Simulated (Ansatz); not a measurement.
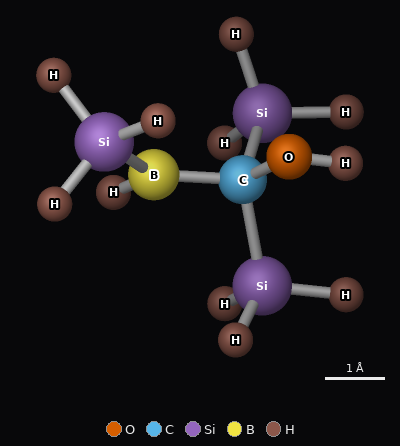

*The structure as given in the input (ball-and-stick view, seen at an oblique angle).*

# Molecular dynamics of CH11BOSi3 (part 1 of 4)

- system: CH11BOSi3, SMILES OC([SiH3])([SiH3])B[SiH3]
- method: RKS PBE0/STO-3G (Ansatz 0.2.0)

It belongs to a series of runs on one base structure; here: dynamics from the start.

## Output
```
Engine: ansatz 0.2.0, aarch64-unknown-linux-gnu
Functional definition: PBE0
  parameter a = 0.25
  parameter kappa = 0.804
  parameter beta = 0.06672455060314922
  exchange = (1 - a)*pbe_x(kappa = kappa, mu = beta*pi^2/3) + a*exact_x
  correlation = pbe_c(beta = beta)
these checks for a lower state are left out or cut short: stability, starts, cluster_reference, orbital_swaps, neighbouring_geometries, increment
730 factors; integrals over basis functions are off by at most 1.8e-5 eV
mean field evaluation 1: about -27232.1956 eV, gradient 2.5e1 eV
mean field evaluation 2: about -27233.0745 eV, gradient 2.0e1 eV
mean field evaluation 4: about -27234.3481 eV, gradient 6.8e-1 eV
mean field evaluation 8: about -27234.3030 eV, gradient 2.3e-2 eV
mean field -27234.30299227 eV, -1000.8421748925 hartree, gradient 3.4e-6 eV, S^2 0.000000; 0 other end points of the search recorded, 0 dependent functions left out
the calculation of the forces begins
reference -27234.30301358 eV, -1000.8421756754 hartree; 36, 36 occupied and 17, 17 virtual orbitals, 730 factors
md step     0: t =     0.00 fs  T =   376.5 K  F+E_penalty+E_count = -27234.30299227 eV  E_kin = 0.827264 eV  (13 SCF iters)
these checks for a lower state are left out or cut short: stability, starts, cluster_reference, orbital_swaps, neighbouring_geometries, increment
730 factors; integrals over basis functions are off by at most 1.8e-5 eV
mean field evaluation 16: about -27234.2866 eV, gradient 1.5e0 eV
mean field -27234.25058528 eV, -1000.8402489710 hartree, gradient 2.0e-6 eV, S^2 0.000000; 0 other end points of the search recorded, 0 dependent functions left out
the calculation of the forces begins
reference -27234.25060657 eV, -1000.8402497534 hartree; 36, 36 occupied and 17, 17 virtual orbitals, 730 factors
md step     1: t =     1.00 fs  T =   358.2 K  F+E_penalty+E_count = -27234.25058528 eV  E_kin = 0.787124 eV  (19 SCF iters)
[... from here on the SCF iterations and repeated set-up lines of each step are left out, up to the last step ...]
md step     2: t =     2.00 fs  T =   307.5 K  F+E_penalty+E_count = -27234.13548905 eV  E_kin = 0.675806 eV  (18 SCF iters)
md step     3: t =     3.00 fs  T =   268.2 K  F+E_penalty+E_count = -27234.03612120 eV  E_kin = 0.589271 eV  (18 SCF iters)
md step     4: t =     4.00 fs  T =   233.9 K  F+E_penalty+E_count = -27233.96651282 eV  E_kin = 0.514000 eV  (18 SCF iters)
md step     5: t =     5.00 fs  T =   202.4 K  F+E_penalty+E_count = -27233.89339102 eV  E_kin = 0.444679 eV  (18 SCF iters)
md step     6: t =     6.00 fs  T =   173.6 K  F+E_penalty+E_count = -27233.81496878 eV  E_kin = 0.381546 eV  (18 SCF iters)
md step     7: t =     7.00 fs  T =   146.8 K  F+E_penalty+E_count = -27233.75389726 eV  E_kin = 0.322581 eV  (19 SCF iters)
md step     8: t =     8.00 fs  T =   132.6 K  F+E_penalty+E_count = -27233.72782083 eV  E_kin = 0.291271 eV  (19 SCF iters)
md step     9: t =     9.00 fs  T =   137.0 K  F+E_penalty+E_count = -27233.73844742 eV  E_kin = 0.300982 eV  (19 SCF iters)
md step    10: t =    10.00 fs  T =   160.0 K  F+E_penalty+E_count = -27233.78694029 eV  E_kin = 0.351561 eV  (19 SCF iters)
md step    11: t =    11.00 fs  T =   196.6 K  F+E_penalty+E_count = -27233.88188709 eV  E_kin = 0.431976 eV  (18 SCF iters)
md step    12: t =    12.00 fs  T =   240.8 K  F+E_penalty+E_count = -27233.98933779 eV  E_kin = 0.529177 eV  (19 SCF iters)
md step    13: t =    13.00 fs  T =   255.2 K  F+E_penalty+E_count = -27234.03779392 eV  E_kin = 0.560727 eV  (19 SCF iters)
md step    14: t =    14.00 fs  T =   253.7 K  F+E_penalty+E_count = -27234.02142220 eV  E_kin = 0.557591 eV  (19 SCF iters)
md step    15: t =    15.00 fs  T =   239.2 K  F+E_penalty+E_count = -27233.99561036 eV  E_kin = 0.525577 eV  (19 SCF iters)
md step    16: t =    16.00 fs  T =   243.2 K  F+E_penalty+E_count = -27234.00092440 eV  E_kin = 0.534499 eV  (18 SCF iters)
md step    17: t =    17.00 fs  T =   247.7 K  F+E_penalty+E_count = -27234.01759453 eV  E_kin = 0.544365 eV  (19 SCF iters)
md step    18: t =    18.00 fs  T =   237.4 K  F+E_penalty+E_count = -27233.99677536 eV  E_kin = 0.521775 eV  (19 SCF iters)
md step    19: t =    19.00 fs  T =   204.2 K  F+E_penalty+E_count = -27233.93515447 eV  E_kin = 0.448651 eV  (19 SCF iters)
md step    20: t =    20.00 fs  T =   175.4 K  F+E_penalty+E_count = -27233.88020821 eV  E_kin = 0.385428 eV  (19 SCF iters)
md step    21: t =    21.00 fs  T =   160.3 K  F+E_penalty+E_count = -27233.85351768 eV  E_kin = 0.352296 eV  (19 SCF iters)
md step    22: t =    22.00 fs  T =   152.7 K  F+E_penalty+E_count = -27233.83925624 eV  E_kin = 0.335491 eV  (19 SCF iters)
md step    23: t =    23.00 fs  T =   152.5 K  F+E_penalty+E_count = -27233.83864062 eV  E_kin = 0.335136 eV  (19 SCF iters)
md step    24: t =    24.00 fs  T =   162.0 K  F+E_penalty+E_count = -27233.85726082 eV  E_kin = 0.355884 eV  (19 SCF iters)
md step    25: t =    25.00 fs  T =   174.4 K  F+E_penalty+E_count = -27233.87901506 eV  E_kin = 0.383226 eV  (19 SCF iters)
md step    26: t =    26.00 fs  T =   176.9 K  F+E_penalty+E_count = -27233.88364220 eV  E_kin = 0.388687 eV  (19 SCF iters)
md step    27: t =    27.00 fs  T =   174.0 K  F+E_penalty+E_count = -27233.87545040 eV  E_kin = 0.382285 eV  (19 SCF iters)
md step    28: t =    28.00 fs  T =   182.7 K  F+E_penalty+E_count = -27233.89267622 eV  E_kin = 0.401484 eV  (19 SCF iters)
md step    29: t =    29.00 fs  T =   214.0 K  F+E_penalty+E_count = -27233.95115782 eV  E_kin = 0.470229 eV  (18 SCF iters)
md step    30: t =    30.00 fs  T =   231.6 K  F+E_penalty+E_count = -27233.98918581 eV  E_kin = 0.508844 eV  (19 SCF iters)
md step    31: t =    31.00 fs  T =   221.6 K  F+E_penalty+E_count = -27233.95480136 eV  E_kin = 0.486884 eV  (19 SCF iters)
md step    32: t =    32.00 fs  T =   182.3 K  F+E_penalty+E_count = -27233.87516715 eV  E_kin = 0.400642 eV  (19 SCF iters)
md step    33: t =    33.00 fs  T =   154.5 K  F+E_penalty+E_count = -27233.81315147 eV  E_kin = 0.339493 eV  (19 SCF iters)
md step    34: t =    34.00 fs  T =   143.4 K  F+E_penalty+E_count = -27233.79321140 eV  E_kin = 0.315122 eV  (19 SCF iters)
md step    35: t =    35.00 fs  T =   137.9 K  F+E_penalty+E_count = -27233.79128729 eV  E_kin = 0.303043 eV  (19 SCF iters)
md step    36: t =    36.00 fs  T =   132.6 K  F+E_penalty+E_count = -27233.77696071 eV  E_kin = 0.291367 eV  (19 SCF iters)
md step    37: t =    37.00 fs  T =   127.2 K  F+E_penalty+E_count = -27233.76039869 eV  E_kin = 0.279436 eV  (19 SCF iters)
md step    38: t =    38.00 fs  T =   126.2 K  F+E_penalty+E_count = -27233.75539238 eV  E_kin = 0.277246 eV  (19 SCF iters)
md step    39: t =    39.00 fs  T =   120.7 K  F+E_penalty+E_count = -27233.74621165 eV  E_kin = 0.265246 eV  (19 SCF iters)
md step    40: t =    40.00 fs  T =   130.9 K  F+E_penalty+E_count = -27233.75255069 eV  E_kin = 0.287617 eV  (19 SCF iters)
md step    41: t =    41.00 fs  T =   152.2 K  F+E_penalty+E_count = -27233.80082418 eV  E_kin = 0.334468 eV  (19 SCF iters)
md step    42: t =    42.00 fs  T =   183.5 K  F+E_penalty+E_count = -27233.87601380 eV  E_kin = 0.403146 eV  (19 SCF iters)
md step    43: t =    43.00 fs  T =   202.4 K  F+E_penalty+E_count = -27233.92996890 eV  E_kin = 0.444709 eV  (19 SCF iters)
md step    44: t =    44.00 fs  T =   204.1 K  F+E_penalty+E_count = -27233.92425612 eV  E_kin = 0.448582 eV  (19 SCF iters)
md step    45: t =    45.00 fs  T =   187.9 K  F+E_penalty+E_count = -27233.88552796 eV  E_kin = 0.412972 eV  (19 SCF iters)
md step    46: t =    46.00 fs  T =   190.9 K  F+E_penalty+E_count = -27233.88765086 eV  E_kin = 0.419577 eV  (19 SCF iters)
md step    47: t =    47.00 fs  T =   217.4 K  F+E_penalty+E_count = -27233.93757033 eV  E_kin = 0.477720 eV  (19 SCF iters)
md step    48: t =    48.00 fs  T =   227.1 K  F+E_penalty+E_count = -27233.96442317 eV  E_kin = 0.498932 eV  (19 SCF iters)
md step    49: t =    49.00 fs  T =   210.8 K  F+E_penalty+E_count = -27233.93407130 eV  E_kin = 0.463192 eV  (18 SCF iters)
md step    50: t =    50.00 fs  T =   182.8 K  F+E_penalty+E_count = -27233.87752767 eV  E_kin = 0.401622 eV  (19 SCF iters)
md step    51: t =    51.00 fs  T =   172.2 K  F+E_penalty+E_count = -27233.84163065 eV  E_kin = 0.378421 eV  (19 SCF iters)
md step    52: t =    52.00 fs  T =   172.4 K  F+E_penalty+E_count = -27233.83082922 eV  E_kin = 0.378777 eV  (19 SCF iters)
md step    53: t =    53.00 fs  T =   160.8 K  F+E_penalty+E_count = -27233.81243486 eV  E_kin = 0.353410 eV  (19 SCF iters)
md step    54: t =    54.00 fs  T =   158.4 K  F+E_penalty+E_count = -27233.78675163 eV  E_kin = 0.347965 eV  (19 SCF iters)
md step    55: t =    55.00 fs  T =   158.0 K  F+E_penalty+E_count = -27233.77662697 eV  E_kin = 0.347143 eV  (18 SCF iters)
md step    56: t =    56.00 fs  T =   154.7 K  F+E_penalty+E_count = -27233.77215659 eV  E_kin = 0.339838 eV  (19 SCF iters)
md step    57: t =    57.00 fs  T =   147.7 K  F+E_penalty+E_count = -27233.75668395 eV  E_kin = 0.324478 eV  (19 SCF iters)
md step    58: t =    58.00 fs  T =   148.9 K  F+E_penalty+E_count = -27233.75620114 eV  E_kin = 0.327155 eV  (19 SCF iters)
md step    59: t =    59.00 fs  T =   171.9 K  F+E_penalty+E_count = -27233.79975658 eV  E_kin = 0.377827 eV  (19 SCF iters)
md step    60: t =    60.00 fs  T =   203.0 K  F+E_penalty+E_count = -27233.87846230 eV  E_kin = 0.446129 eV  (19 SCF iters)
md step    61: t =    61.00 fs  T =   223.7 K  F+E_penalty+E_count = -27233.94034053 eV  E_kin = 0.491465 eV  (19 SCF iters)
md step    62: t =    62.00 fs  T =   222.3 K  F+E_penalty+E_count = -27233.94826139 eV  E_kin = 0.488419 eV  (19 SCF iters)
md step    63: t =    63.00 fs  T =   216.6 K  F+E_penalty+E_count = -27233.93475874 eV  E_kin = 0.476066 eV  (19 SCF iters)
md step    64: t =    64.00 fs  T =   221.9 K  F+E_penalty+E_count = -27233.94542166 eV  E_kin = 0.487606 eV  (19 SCF iters)
md step    65: t =    65.00 fs  T =   229.4 K  F+E_penalty+E_count = -27233.96610220 eV  E_kin = 0.504109 eV  (19 SCF iters)
md step    66: t =    66.00 fs  T =   228.8 K  F+E_penalty+E_count = -27233.95852771 eV  E_kin = 0.502867 eV  (19 SCF iters)
md step    67: t =    67.00 fs  T =   209.4 K  F+E_penalty+E_count = -27233.92233752 eV  E_kin = 0.460145 eV  (19 SCF iters)
md step    68: t =    68.00 fs  T =   193.7 K  F+E_penalty+E_count = -27233.88235153 eV  E_kin = 0.425549 eV  (18 SCF iters)
md step    69: t =    69.00 fs  T =   174.9 K  F+E_penalty+E_count = -27233.84974180 eV  E_kin = 0.384247 eV  (19 SCF iters)
md step    70: t =    70.00 fs  T =   161.2 K  F+E_penalty+E_count = -27233.82806887 eV  E_kin = 0.354317 eV  (19 SCF iters)
md step    71: t =    71.00 fs  T =   158.7 K  F+E_penalty+E_count = -27233.81853462 eV  E_kin = 0.348632 eV  (19 SCF iters)
md step    72: t =    72.00 fs  T =   162.6 K  F+E_penalty+E_count = -27233.83278416 eV  E_kin = 0.357296 eV  (19 SCF iters)
md step    73: t =    73.00 fs  T =   174.1 K  F+E_penalty+E_count = -27233.86932793 eV  E_kin = 0.382651 eV  (19 SCF iters)
md step    74: t =    74.00 fs  T =   193.5 K  F+E_penalty+E_count = -27233.90098108 eV  E_kin = 0.425125 eV  (19 SCF iters)
md step    75: t =    75.00 fs  T =   198.7 K  F+E_penalty+E_count = -27233.90995395 eV  E_kin = 0.436582 eV  (19 SCF iters)
md step    76: t =    76.00 fs  T =   203.4 K  F+E_penalty+E_count = -27233.91174772 eV  E_kin = 0.446967 eV  (19 SCF iters)
md step    77: t =    77.00 fs  T =   208.2 K  F+E_penalty+E_count = -27233.92699667 eV  E_kin = 0.457450 eV  (19 SCF iters)
md step    78: t =    78.00 fs  T =   221.7 K  F+E_penalty+E_count = -27233.95818312 eV  E_kin = 0.487060 eV  (19 SCF iters)
md step    79: t =    79.00 fs  T =   228.9 K  F+E_penalty+E_count = -27233.97799275 eV  E_kin = 0.502946 eV  (19 SCF iters)
md step    80: t =    80.00 fs  T =   219.9 K  F+E_penalty+E_count = -27233.96545265 eV  E_kin = 0.483246 eV  (19 SCF iters)
md step    81: t =    81.00 fs  T =   205.2 K  F+E_penalty+E_count = -27233.93632061 eV  E_kin = 0.450968 eV  (19 SCF iters)
md step    82: t =    82.00 fs  T =   191.6 K  F+E_penalty+E_count = -27233.91634158 eV  E_kin = 0.421079 eV  (19 SCF iters)
md step    83: t =    83.00 fs  T =   190.0 K  F+E_penalty+E_count = -27233.90879332 eV  E_kin = 0.417421 eV  (19 SCF iters)
md step    84: t =    84.00 fs  T =   186.9 K  F+E_penalty+E_count = -27233.90535134 eV  E_kin = 0.410743 eV  (19 SCF iters)
md step    85: t =    85.00 fs  T =   183.5 K  F+E_penalty+E_count = -27233.90217073 eV  E_kin = 0.403272 eV  (19 SCF iters)
md step    86: t =    86.00 fs  T =   185.9 K  F+E_penalty+E_count = -27233.90075981 eV  E_kin = 0.408405 eV  (19 SCF iters)
md step    87: t =    87.00 fs  T =   182.3 K  F+E_penalty+E_count = -27233.89711171 eV  E_kin = 0.400539 eV  (19 SCF iters)
md step    88: t =    88.00 fs  T =   176.9 K  F+E_penalty+E_count = -27233.88912511 eV  E_kin = 0.388808 eV  (19 SCF iters)
md step    89: t =    89.00 fs  T =   178.6 K  F+E_penalty+E_count = -27233.89120926 eV  E_kin = 0.392387 eV  (19 SCF iters)
md step    90: t =    90.00 fs  T =   194.6 K  F+E_penalty+E_count = -27233.91423996 eV  E_kin = 0.427675 eV  (19 SCF iters)
md step    91: t =    91.00 fs  T =   203.3 K  F+E_penalty+E_count = -27233.94029391 eV  E_kin = 0.446669 eV  (19 SCF iters)
md step    92: t =    92.00 fs  T =   204.4 K  F+E_penalty+E_count = -27233.94332655 eV  E_kin = 0.449161 eV  (19 SCF iters)
md step    93: t =    93.00 fs  T =   202.7 K  F+E_penalty+E_count = -27233.92564599 eV  E_kin = 0.445398 eV  (19 SCF iters)
md step    94: t =    94.00 fs  T =   201.1 K  F+E_penalty+E_count = -27233.91332984 eV  E_kin = 0.441879 eV  (19 SCF iters)
md step    95: t =    95.00 fs  T =   208.4 K  F+E_penalty+E_count = -27233.92573814 eV  E_kin = 0.457995 eV  (19 SCF iters)
md step    96: t =    96.00 fs  T =   223.4 K  F+E_penalty+E_count = -27233.95091234 eV  E_kin = 0.490814 eV  (19 SCF iters)
md step    97: t =    97.00 fs  T =   227.6 K  F+E_penalty+E_count = -27233.96316676 eV  E_kin = 0.500050 eV  (19 SCF iters)
md step    98: t =    98.00 fs  T =   224.4 K  F+E_penalty+E_count = -27233.95491095 eV  E_kin = 0.493160 eV  (19 SCF iters)
md step    99: t =    99.00 fs  T =   220.6 K  F+E_penalty+E_count = -27233.94183105 eV  E_kin = 0.484756 eV  (19 SCF iters)
md step   100: t =   100.00 fs  T =   220.4 K  F+E_penalty+E_count = -27233.93851307 eV  E_kin = 0.484247 eV  (19 SCF iters)
md step   101: t =   101.00 fs  T =   230.1 K  F+E_penalty+E_count = -27233.93990086 eV  E_kin = 0.505571 eV  (19 SCF iters)
md step   102: t =   102.00 fs  T =   232.9 K  F+E_penalty+E_count = -27233.93197525 eV  E_kin = 0.511840 eV  (19 SCF iters)
md step   103: t =   103.00 fs  T =   222.5 K  F+E_penalty+E_count = -27233.91284049 eV  E_kin = 0.488835 eV  (19 SCF iters)
md step   104: t =   104.00 fs  T =   207.8 K  F+E_penalty+E_count = -27233.88351193 eV  E_kin = 0.456687 eV  (19 SCF iters)
md step   105: t =   105.00 fs  T =   193.5 K  F+E_penalty+E_count = -27233.84499979 eV  E_kin = 0.425168 eV  (19 SCF iters)
md step   106: t =   106.00 fs  T =   182.9 K  F+E_penalty+E_count = -27233.80877057 eV  E_kin = 0.401906 eV  (19 SCF iters)
md step   107: t =   107.00 fs  T =   179.0 K  F+E_penalty+E_count = -27233.79473617 eV  E_kin = 0.393397 eV  (19 SCF iters)
md step   108: t =   108.00 fs  T =   180.9 K  F+E_penalty+E_count = -27233.80958553 eV  E_kin = 0.397530 eV  (19 SCF iters)
md step   109: t =   109.00 fs  T =   192.9 K  F+E_penalty+E_count = -27233.83135490 eV  E_kin = 0.423898 eV  (19 SCF iters)
md step   110: t =   110.00 fs  T =   202.0 K  F+E_penalty+E_count = -27233.84167990 eV  E_kin = 0.443894 eV  (19 SCF iters)
md step   111: t =   111.00 fs  T =   204.9 K  F+E_penalty+E_count = -27233.85140348 eV  E_kin = 0.450337 eV  (19 SCF iters)
md step   112: t =   112.00 fs  T =   213.7 K  F+E_penalty+E_count = -27233.87869835 eV  E_kin = 0.469571 eV  (19 SCF iters)
md step   113: t =   113.00 fs  T =   233.0 K  F+E_penalty+E_count = -27233.91924902 eV  E_kin = 0.512000 eV  (19 SCF iters)
md step   114: t =   114.00 fs  T =   239.0 K  F+E_penalty+E_count = -27233.95050283 eV  E_kin = 0.525131 eV  (19 SCF iters)
md step   115: t =   115.00 fs  T =   241.6 K  F+E_penalty+E_count = -27233.95717815 eV  E_kin = 0.530845 eV  (19 SCF iters)
md step   116: t =   116.00 fs  T =   235.1 K  F+E_penalty+E_count = -27233.94344922 eV  E_kin = 0.516650 eV  (18 SCF iters)
md step   117: t =   117.00 fs  T =   225.8 K  F+E_penalty+E_count = -27233.91457676 eV  E_kin = 0.496269 eV  (19 SCF iters)
md step   118: t =   118.00 fs  T =   210.7 K  F+E_penalty+E_count = -27233.87194004 eV  E_kin = 0.463015 eV  (19 SCF iters)
md step   119: t =   119.00 fs  T =   190.3 K  F+E_penalty+E_count = -27233.82518689 eV  E_kin = 0.418131 eV  (19 SCF iters)
md step   120: t =   120.00 fs  T =   173.1 K  F+E_penalty+E_count = -27233.78766106 eV  E_kin = 0.380358 eV  (19 SCF iters)
md step   121: t =   121.00 fs  T =   163.4 K  F+E_penalty+E_count = -27233.76697801 eV  E_kin = 0.359159 eV  (19 SCF iters)
md step   122: t =   122.00 fs  T =   162.1 K  F+E_penalty+E_count = -27233.75637775 eV  E_kin = 0.356186 eV  (19 SCF iters)
md step   123: t =   123.00 fs  T =   158.3 K  F+E_penalty+E_count = -27233.75236583 eV  E_kin = 0.347763 eV  (19 SCF iters)
md step   124: t =   124.00 fs  T =   169.6 K  F+E_penalty+E_count = -27233.76991721 eV  E_kin = 0.372660 eV  (19 SCF iters)
md step   125: t =   125.00 fs  T =   192.5 K  F+E_penalty+E_count = -27233.81677261 eV  E_kin = 0.422980 eV  (18 SCF iters)
md step   126: t =   126.00 fs  T =   227.1 K  F+E_penalty+E_count = -27233.87961898 eV  E_kin = 0.498931 eV  (19 SCF iters)
md step   127: t =   127.00 fs  T =   263.6 K  F+E_penalty+E_count = -27233.93928564 eV  E_kin = 0.579346 eV  (19 SCF iters)
md step   128: t =   128.00 fs  T =   287.8 K  F+E_penalty+E_count = -27233.98626743 eV  E_kin = 0.632457 eV  (19 SCF iters)
md step   129: t =   129.00 fs  T =   299.8 K  F+E_penalty+E_count = -27234.01735592 eV  E_kin = 0.658699 eV  (18 SCF iters)
md step   130: t =   130.00 fs  T =   301.7 K  F+E_penalty+E_count = -27234.03099025 eV  E_kin = 0.662855 eV  (19 SCF iters)
md step   131: t =   131.00 fs  T =   297.7 K  F+E_penalty+E_count = -27234.02445332 eV  E_kin = 0.654251 eV  (19 SCF iters)
```
